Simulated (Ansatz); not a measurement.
# SiC (Moissanite 3C, F-43m) under uniaxial strain along [110]

Aim: how do the optical modes of SiC (Moissanite 3C, F-43m) shift and split under this strain?

Program: Ansatz 0.2.0. Level of theory: DFT LDA, scalar-relativistic, plane waves, PAW; PAW set soft_1. Results are calculated unless marked as measured.

## (1) Starting point

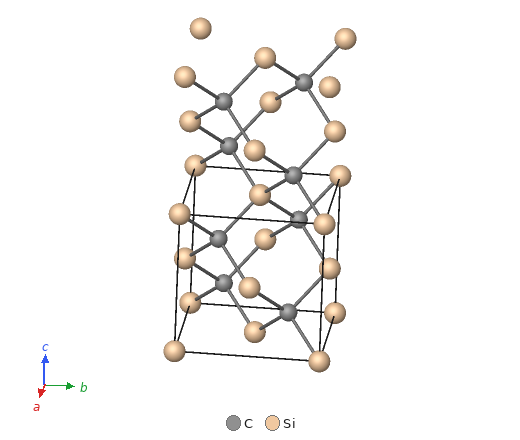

Start, viewed slightly off an axis; carbon grey, silicon light orange. 1×1×2 cells are drawn. This picture shows the conventional cell, with its axes. Bonds to atoms that aren't drawn are left out. Some periodic images of atoms are drawn too.

## (2) Relaxation

The cell and atoms are relaxed, since residual forces and stress would shift the frequencies.

Contents of input.yaml:

```yaml
crystal:
  lattice:
    - [0.0, 2.179, 2.179]
    - [2.179, 0.0, 2.179]
    - [2.179, 2.179, 0.0]
  atoms:
    - { symbol: C, position: [0.75, 0.75, 0.75] }
    - { symbol: Si, position: [0.0, 0.0, 0.0] }
kpoints:
  mp_grid: { grid: [10, 10, 10] }
hamiltonian:
  xc: lda
  pseudopotentials: { kind: paw, azcp: { folder: soft_1 }, xc_functional: pbe }
scf:
  occupations: { method: gaussian, width: 0.02 }
output:
  forces: true
  stress: true
  eigenvalues: true
  write_density: true
  write_potential: true
  elf: true
  volumetric_format: npy
relax:
  adjacent_minimum: "off"
  f_tol: 0.005
  max_steps: 80
  cell: { stress_tol: 0.05 }
```

The run is started by

```
> ansatz run input.yaml --threads 4 --pin off --max-ram 10240MiB --backend cpu --events-out ev --progress --plain --runs-dir out
```

Numbers of over 12 decimals in the logs are rounded to 6 here.

What it wrote:

```text
Engine: ansatz 0.2.0, aarch64-unknown-linux-gnu
Pseudopotentials: kind: paw
Pseudopotential: C, paw, valence charge 4, recommended cutoff 420 eV (normal), soft_1/C.paw.azcp
Pseudopotential: Si, paw, valence charge 4, recommended cutoff 420 eV (normal), soft_1/Si.paw.azcp
Functional definition: SPW92
  exchange = slater_x
  correlation = pw_c
Crystal: 2 atoms, lattice volume = 20.692 Å³
Basis set: ecut = 420 eV, 411 PW (Γ)
Bands: 8, of which v1, the nominal top of the filled ones, is band 4 counted from 1 (3 counted from 0)
Symmetry: 24 space group operations
Space group: F-43m (ITA 216), of the structure as read, at distance tolerance 2.7e-5 Å
k-points: 47 of 1000 (time reversal used)
Non-local potential: C, projectors of the file, l = 0: 2, l = 1: 2, l = 2: 1
Non-local potential: Si, projectors of the file, l = 0: 2, l = 1: 2, l = 2: 1
PAW form: soft (Blöchl's): semilocal exchange-correlation on the pseudo side does not see the compensation charge
PAW frozen core: C, regenerated for the run's functional, and the local potential with it (the file was generated under x = pbe(κ = 0.804, μ = 0.219515), c = pbe(β = 0.066725))
PAW frozen core: Si, regenerated for the run's functional, and the local potential with it (the file was generated under x = pbe(κ = 0.804, μ = 0.219515), c = pbe(β = 0.066725))
PAW one-centre angular grid: C, 110 points (default); XC on 64 Gauss nodes
PAW one-centre angular grid: Si, 110 points (default); XC on 64 Gauss nodes
Initial density: superposition of atomic densities (chi_scale 0.1, normalization cell, long waves kept (reshape's long-wave potential 0.00 eV rms))
Initial wavefunctions: pseudopotential atomic-orbital guess
Functional: x = slater, c = lda
SCF iter   1: F=—  HF=-853.735336 eV  |F-HF|=—  |Δ(HF+E_count)|=         —  Δρ=1.37e-1  dr2=4.76e0  ethr=3.10e-3  ⟨swp⟩=6.1  Hψ=3207  notcnv=0
preconditioner: auto → none  [insulator: Δε(μ)=3.327 eV  Ē_g=14.658 eV  σ=0.020 eV  W_gap=1.00  n_scr=0 (ndim 8)  ℏωp=23.1 eV  f_vac=0.000  D(μ)=0.00/eV (n_scr^D=0)  ε∞_Penn≈3.5]
SCF iter   2: F=—  HF=-852.310339 eV  |F-HF|=—  |Δ(HF+E_count)|=    1.42e0  Δρ=5.07e-2  dr2=3.54e-1  ethr=3.10e-3  ⟨swp⟩=3.1  Hψ=1305  notcnv=0
SCF iter   3: F=—  HF=-852.207830 eV  |F-HF|=—  |Δ(HF+E_count)|=   1.03e-1  Δρ=1.88e-2  dr2=3.86e-2  ethr=3.10e-3  ⟨swp⟩=2.3  Hψ=795  notcnv=0
SCF iter   4: F=—  HF=-852.199179 eV  |F-HF|=—  |Δ(HF+E_count)|=   8.65e-3  Δρ=1.34e-3  dr2=1.92e-4  ethr=4.82e-4  ⟨swp⟩=2.0  Hψ=561  notcnv=0
SCF iter   5: F=—  HF=-852.199252 eV  |F-HF|=—  |Δ(HF+E_count)|=   7.22e-5  Δρ=1.68e-4  dr2=1.88e-6  ethr=2.41e-6  ⟨swp⟩=2.4  Hψ=557  notcnv=0
SCF iter   6: F=—  HF=-852.199252 eV  |F-HF|=—  |Δ(HF+E_count)|=   2.36e-7  Δρ=3.53e-5  dr2=1.14e-7  ethr=1.25e-9  ⟨swp⟩=10.3  Hψ=2786  notcnv=0
SCF iter   7: F=-852.199252 eV  HF=-852.199252 eV  |F-HF|=4.22e-10  |Δ(HF+E_count)|=   2.86e-8  Δρ=5.35e-6  dr2=2.24e-9  ethr=1.25e-9  ⟨swp⟩=7.0  Hψ=1639  notcnv=0
SCF 1 converged in 7 iterations: F = -852.199252 eV  dr2 = 2.24e-9
  greatest PAW one-centre occupation: 0.639 electrons in one spin orbital (limit 2), on the C atom at site 0 (counted from 0), in its partial waves of l = 0
relax step   1: F+E_penalty+E_count = -852.19925176 eV  Δ(F+E_penalty+E_count) = +0.000e0 eV  max|allowed force component| = 3.701e-16 eV/Å  Δτ_max = 0.0000 Å  P = -4.419 GPa  Ω = 20.692 Å³  (7 SCF iters, dr2 threshold 1.00e-7 eV, accepted)
Crystal: 2 atoms, lattice volume = 20.475 Å³
Initial density: handed on by an earlier stage of this run
Initial wavefunctions: those handed on with the density
iter 1 solved again at ethr=2.35e-5 eV; its pass at ethr=3.10e-3 eV (dr2=1.88e-3 eV) is discarded
SCF iter   1: F=—  HF=-852.204584 eV  |F-HF|=—  |Δ(HF+E_count)|=         —  Δρ=2.69e-3  dr2=1.83e-3  ethr=2.35e-5  ⟨swp⟩=1.2  Hψ=3318  notcnv=0
preconditioner: auto → none  [insulator: Δε(μ)=1.345 eV  Ē_g=14.023 eV  σ=0.020 eV  W_gap=1.00  n_scr=0 (ndim 8)  ℏωp=23.2 eV  f_vac=0.000  D(μ)=0.00/eV (n_scr^D=0)  ε∞_Penn≈3.7]
SCF iter   2: F=—  HF=-852.204006 eV  |F-HF|=—  |Δ(HF+E_count)|=   5.78e-4  Δρ=7.58e-4  dr2=1.01e-4  ethr=2.29e-5  ⟨swp⟩=2.5  Hψ=729  notcnv=0
SCF iter   3: F=—  HF=-852.203972 eV  |F-HF|=—  |Δ(HF+E_count)|=   3.47e-5  Δρ=2.02e-4  dr2=7.12e-6  ethr=1.26e-6  ⟨swp⟩=2.6  Hψ=549  notcnv=0
SCF iter   4: F=-852.203968 eV  HF=-852.203968 eV  |F-HF|=2.13e-8  |Δ(HF+E_count)|=   3.32e-6  Δρ=2.20e-5  dr2=6.05e-8  ethr=2.50e-9  ⟨swp⟩=6.6  Hψ=2238  notcnv=0
SCF 2 converged in 4 iterations: F = -852.203968 eV  dr2 = 6.05e-8
  greatest PAW one-centre occupation: 0.641 electrons in one spin orbital (limit 2), on the C atom at site 0 (counted from 0), in its partial waves of l = 0
relax step   2: F+E_penalty+E_count = -852.20396844 eV  Δ(F+E_penalty+E_count) = -4.717e-3 eV  max|allowed force component| = 7.401e-17 eV/Å  Δτ_max = 0.0000 Å  P = -2.105 GPa  Ω = 20.475 Å³  energy of the carried Pulay correction = +2.774e-4 eV  (4 SCF iters, dr2 threshold 2.00e-7 eV, accepted)
Crystal: 2 atoms, lattice volume = 20.281 Å³
iter 1 solved again at ethr=1.93e-5 eV; its pass at ethr=3.10e-3 eV (dr2=1.55e-3 eV) is discarded
SCF iter   1: F=—  HF=-852.205971 eV  |F-HF|=—  |Δ(HF+E_count)|=         —  Δρ=2.45e-3  dr2=1.51e-3  ethr=1.93e-5  ⟨swp⟩=1.2  Hψ=3285  notcnv=0
preconditioner: auto → none  [insulator: Δε(μ)=1.334 eV  Ē_g=14.110 eV  σ=0.020 eV  W_gap=1.00  n_scr=0 (ndim 8)  ℏωp=23.3 eV  f_vac=0.000  D(μ)=0.00/eV (n_scr^D=0)  ε∞_Penn≈3.7]
SCF iter   2: F=—  HF=-852.205493 eV  |F-HF|=—  |Δ(HF+E_count)|=   4.78e-4  Δρ=6.83e-4  dr2=7.97e-5  ethr=1.88e-5  ⟨swp⟩=2.5  Hψ=729  notcnv=0
SCF iter   3: F=—  HF=-852.205466 eV  |F-HF|=—  |Δ(HF+E_count)|=   2.72e-5  Δρ=1.87e-4  dr2=5.90e-6  ethr=9.96e-7  ⟨swp⟩=2.6  Hψ=548  notcnv=0
SCF iter   4: F=-852.205463 eV  HF=-852.205463 eV  |F-HF|=1.87e-8  |Δ(HF+E_count)|=   2.76e-6  Δρ=2.06e-5  dr2=5.33e-8  ethr=2.50e-9  ⟨swp⟩=6.4  Hψ=2138  notcnv=0
SCF 3 converged in 4 iterations: F = -852.205463 eV  dr2 = 5.33e-8
  greatest PAW one-centre occupation: 0.642 electrons in one spin orbital (limit 2), on the C atom at site 0 (counted from 0), in its partial waves of l = 0
relax step   3: F+E_penalty+E_count = -852.20546310 eV  Δ(F+E_penalty+E_count) = -1.495e-3 eV  max|allowed force component| = 1.203e-16 eV/Å  Δτ_max = 0.0000 Å  P = +0.062 GPa  Ω = 20.281 Å³  energy of the carried Pulay correction = +5.272e-4 eV  (4 SCF iters, dr2 threshold 2.00e-7 eV, accepted)
[...]
relax step   4: F+E_penalty+E_count = -852.20545710 eV  Δ(F+E_penalty+E_count) = +5.994e-6 eV  max|allowed force component| = 9.946e-17 eV/Å  Δτ_max = 0.0000 Å  P = +0.000 GPa  Ω = 20.286 Å³  energy of the carried Pulay correction = +5.201e-4 eV  (3 SCF iters, dr2 threshold 9.49e-9 eV, accepted)
Initial wavefunctions: pseudopotential atomic-orbital guess (no wavefunctions were taken with the density)
iter 1 solved again at ethr=1.23e-7 eV; its pass at ethr=3.10e-3 eV (dr2=9.87e-6 eV) is discarded
SCF iter   1: F=—  HF=-852.204955 eV  |F-HF|=—  |Δ(HF+E_count)|=         —  Δρ=6.28e-5  dr2=1.06e-7  ethr=1.23e-7  ⟨swp⟩=3.1  Hψ=4431  notcnv=0
preconditioner: auto → none  [insulator: Δε(μ)=1.301 eV  Ē_g=14.096 eV  σ=0.020 eV  W_gap=1.00  n_scr=0 (ndim 8)  ℏωp=23.3 eV  f_vac=0.000  D(μ)=0.00/eV (n_scr^D=0)  ε∞_Penn≈3.7]
SCF iter   2: F=—  HF=-852.204955 eV  |F-HF|=—  |Δ(HF+E_count)|=   2.25e-7  Δρ=3.11e-5  dr2=2.49e-8  ethr=1.32e-9  ⟨swp⟩=2.3  Hψ=558  notcnv=0
SCF iter   3: F=—  HF=-852.204955 eV  |F-HF|=—  |Δ(HF+E_count)|=   2.85e-8  Δρ=7.70e-6  dr2=5.09e-9  ethr=3.11e-10  ⟨swp⟩=2.0  Hψ=537  notcnv=0
SCF iter   4: F=-852.204955 eV  HF=-852.204955 eV  |F-HF|=9.09e-13  |Δ(HF+E_count)|=  1.97e-10  Δρ=5.50e-7  dr2=1.79e-11  ethr=1.00e-12  ⟨swp⟩=4.9  Hψ=1814  notcnv=0
SCF 5 converged in 4 iterations: F = -852.204955 eV  dr2 = 1.79e-11
relax step   5: F+E_penalty+E_count = -852.20495544 eV  Δ(F+E_penalty+E_count) = +5.017e-4 eV  max|allowed force component| = 7.170e-17 eV/Å  Δτ_max = 0.0000 Å  P = -0.041 GPa  Ω = 20.286 Å³  stress off target by 4.06e-2 GPa  SCF on the basis re-selected at this cell (its energy is not comparable with the rows above)  (4 SCF iters)
basis re-selected at this cell: Δ(F+E_penalty+E_count) = +5.017e-4 eV, ΔP = -0.041 GPa vs the last step (what re-selecting the basis moved, of the pressure what is left beyond the Pulay correction that the steps carried, after the strain that the cell walked since its last selection, with what the two solves' SCF thresholds leave and, on support functions, any second-order correction that the steps lacked; it is no m [...]
SCF converged after 4 iterations
Free energy (F): -852.204955 eV
Harris-Foulkes:  -852.204955 eV  (|F-HF|=9.09e-13)
Internal energy: -852.204955 eV  (E = F + TS)
E sigma→0 (E₀):  -852.204955 eV
Fermi energy:    10.146731 eV
--- Per-component energies (eV) ---
  E_band       = 28.623212
  E_kinetic    = 134.314714
  E_local      = -95.856424  (includes V_loc(G=0)·N_el)
  E_nonlocal   = 47.391120
  E_hartree    = 31.336274
  E_xc         = -105.209988
  E_vxc        = -109.124426  (∫ρ·V_xc dr)
  E_paw        = -577.657827  (= ΣΔE_a)
  E_vpaw       = -10.774355  (= ΣTr[D̂ρ^β])
  E_aug_tail   = 0.000048  (compensation charges beyond the density's cutoff)
  E_ewald      = -286.670034
  E_core_change = 0.147163  (= ΣΔE_core)
  E_smearing   = -0.000000  (= −TS)
  E_closure    = 0.000000  (closes the sum)
  Σ components = -852.204955   (vs F -852.204955, Δ=0.00e0)
--- Forces (eV/Å), atoms counted from 1 ---
  atom   1  C      0.00000000    -0.00000000    -0.00000000
  atom   2  Si    -0.00000000    -0.00000000     0.00000000
  max |Σ_I F_I| component: 1.25e-16 eV/Å
--- Stress (GPa, compression-positive) ---
       -0.040648       0.000000       0.000000
       -0.000000      -0.040648       0.000000
        0.000000       0.000000      -0.040648
  P = ⅓ Tr σ = -0.0406 GPa (-0.406 kbar)
--- Band table (eV; the first three rows and the last of 47) ---
  k-point 0: bands = ["-5.9834", "9.4964", "9.4964", "9.4964", "15.9893", "16.8289", "16.8289", "16.8289"]
  k-point 1: bands = ["-5.7843", "8.4950", "9.3614", "9.3614", "16.1727", "17.0735", "17.0735", "17.1538"]
  k-point 2: bands = ["-5.1953", "6.3654", "9.0513", "9.0513", "15.8219", "17.4293", "17.4293", "18.3660"]
  k-point 46: bands = ["-0.5599", "2.3083", "4.5896", "4.8244", "14.1450", "17.5559", "19.5945", "20.7197"]
--- Relaxed structure (4 steps of the walk, 4 accepted, 1 SCFs on fresh bases) ---
  F+E_penalty+E_count = -852.20495544 eV   max|allowed force component| = 7.170e-17 eV/Å   (the final SCF, on the basis selected at the relaxed cell)
  cell:  # Å, volume = 20.2862 Å³
    - [0, 2.164662, 2.164662]
    - [2.164662, 0, 2.164662]
    - [2.164662, 2.164662, 0]
  atoms:
    - { symbol: C, position: [0.75, 0.75, 0.75] }
    - { symbol: Si, position: [0, 0, 0] }
```

The job ended after 1.7 s (4 threads of Arm Neoverse V2, shared host; peak memory 0.27 GiB).

The steps of the relaxation:

```csv
step,energy less that of the first step (eV),largest force component (eV/Å),pressure (GPa),volume (Å³)
1,0.0000,0.0000,-4.42,20.69
2,-0.0047,0.0000,-2.11,20.47
3,-0.0062,0.0000,0.06,20.28
4,-0.0062,0.0000,0.00,20.29
5*,-0.0057,0.0000,-0.04,20.29
```

Relaxation steps marked * repeat the geometry before them on a plane-wave basis chosen anew for their cell, so energy and pressure can jump there.

Forces are held to the 24 operations that the run works with; a distortion that breaks them can't arise in this run.

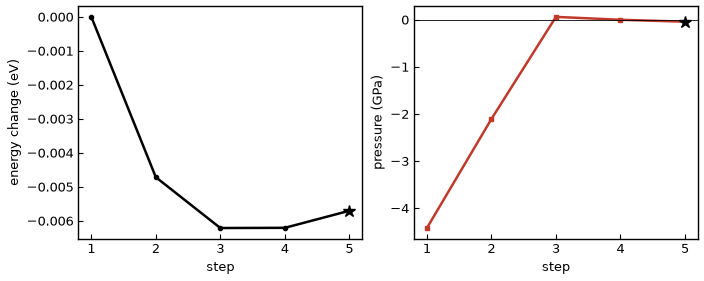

Energy and pressure along the relaxation. Stars mark steps on a basis chosen anew.

```csv
"conventional cell, symmetrised",before,after,change
a (Å),4.358,4.329,-0.7 %
b (Å),4.358,4.329,-0.7 %
c (Å),4.358,4.329,-0.7 %
volume (Å³/atom),10.35,10.14,-2.0 %
```

The relaxed structure:

```cif
data_structure
_symmetry_space_group_name_H-M 'P 1'
_symmetry_Int_Tables_number 1
_cell_length_a 3.0613
_cell_length_b 3.0613
_cell_length_c 3.0613
_cell_angle_alpha 60.000
_cell_angle_beta 60.000
_cell_angle_gamma 60.000
_cell_volume 20.29
loop_
_atom_site_label
_atom_site_type_symbol
_atom_site_fract_x
_atom_site_fract_y
_atom_site_fract_z
_atom_site_occupancy
C1 C 0.75000 0.75000 0.75000 1
Si2 Si 0.00000 0.00000 0.00000 1
```

This step gave:

```yaml
pressure: -0.04065 GPa
gap_on_the_k_mesh: 1.301 eV
volume_per_atom: 10.14 Å³
```

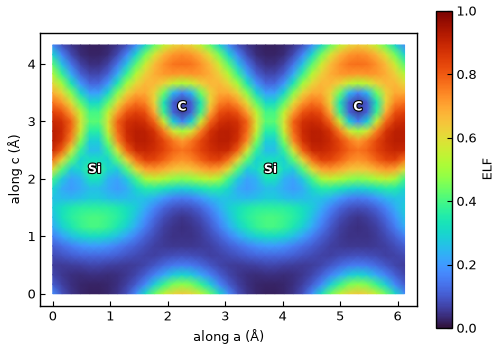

ELF in the ac plane of a cell with a along [110], b along [-110] and c along [001] of the cube at fractional y = 0.500, with atoms of C and Si within 0.2 Å of it. It is the smooth field of the valence electrons, not physical close to the nuclei. The map starts off the cell's origin, so that atoms lie inside it.

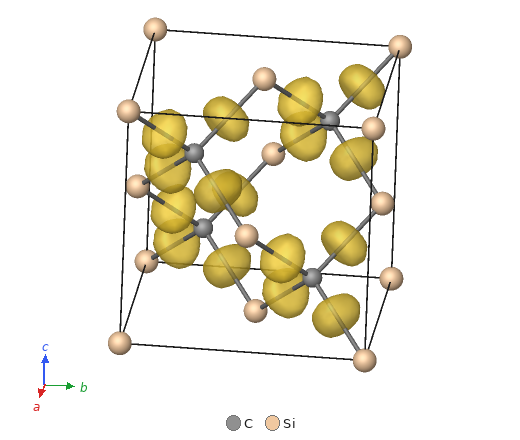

Surface of ELF = 0.84. Bonds to atoms that aren't drawn are left out.

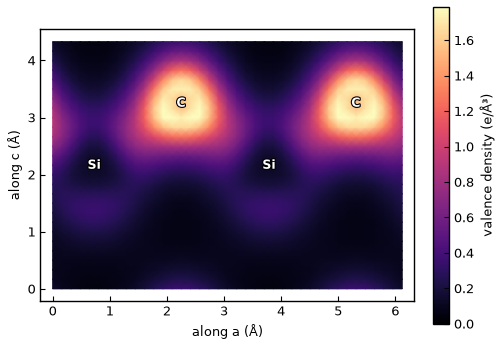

Valence density in the ac plane of a cell with a along [110], b along [-110] and c along [001] of the cube at fractional y = 0.500, with atoms of C and Si within 0.2 Å of it. It is the smooth field of the valence electrons, not physical close to the nuclei. The map starts off the cell's origin, so that atoms lie inside it.

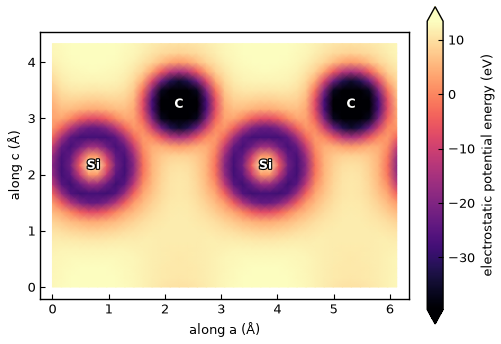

Electrostatic potential energy in the ac plane of a cell with a along [110], b along [-110] and c along [001] of the cube at fractional y = 0.500, with atoms of C and Si within 0.2 Å of it. With pseudopotentials it is smooth inside the atoms' cores, unlike the true potential. The map starts off the cell's origin, so that atoms lie inside it.

In this step the volume went from 10.35 to 10.14 Å³/atom.

## (3) Tight relaxation

Phonons need small forces and stress, so the relaxation is finished with tight tolerances on 12×12×12 k points.

Contents of input.yaml:

```yaml
crystal:
  lattice:
    - [0.0, 2.1646624425, 2.1646624425]
    - [2.1646624425, 0.0, 2.1646624425]
    - [2.1646624425, 2.1646624425, 0.0]
  atoms:
    - { symbol: C, position: [0.75, 0.75, 0.75] }
    - { symbol: Si, position: [0.0, 0.0, 0.0] }
kpoints:
  mp_grid: { grid: [12, 12, 12] }
hamiltonian:
  xc: lda
  pseudopotentials: { kind: paw, azcp: { folder: soft_1 }, xc_functional: pbe }
scf:
  occupations: { method: fixed }
output:
  forces: true
  stress: true
  eigenvalues: true
relax:
  adjacent_minimum: "off"
  f_tol: 0.001
  max_steps: 60
  cell: { stress_tol: 0.01 }
```

What it wrote:

```text
[...]
Crystal: 2 atoms, lattice volume = 20.286 Å³
Basis set: ecut = 420 eV, 411 PW (Γ)
Bands: 8, of which v1, the nominal top of the filled ones, is band 4 counted from 1 (3 counted from 0)
Symmetry: 24 space group operations
[...]
k-points: 72 of 1728 (time reversal used)
[...]
0.000000       0.000000      -0.000044
  P = ⅓ Tr σ = -0.0000 GPa (-0.000 kbar)
--- Band table (eV; the first three rows and the last of 72) ---
[...]
--- Relaxed structure (3 steps of the walk, 3 accepted, 1 SCFs on fresh bases) ---
[...]
cell:  # Å, volume = 20.2826 Å³
    - [0, 2.164534, 2.164534]
    - [2.164534, 0, 2.164534]
    - [2.164534, 2.164534, 0]
  atoms:
    - { symbol: C, position: [0.75, 0.75, 0.75] }
    - { symbol: Si, position: [0, 0, 0] }
[key lines of the parts left out:]
SCF converged after 4 iterations
Free energy (F): -852.205128 eV
Fermi energy:    9.498478 eV
```

Wall time 1.7 s (4 threads); peak memory 0.27 GiB; 5.9 s of CPU time.

Little changed from the start: no atom moved by 0.005 Å and no cell edge by 0.1 %.

This step gave:

| Property | Result |
| --- | --- |
| pressure | -4.44e-5 GPa |

The forces vanish by symmetry and the pressure is 0.000 GPa, within the tolerances set. The cell now holds 10.14 Å³/atom.

(Continued in part 2 of 3.)

[Logs are printed without paths, hosts, clocks, repeated set-up lines and the standing remarks that a program may print on its own settings, such as how far it seeks lower states.]

[Hosts, paths, dates, database ids (printed as entryN), source tags and the programs' standing remarks are cut or masked in the printed files.]
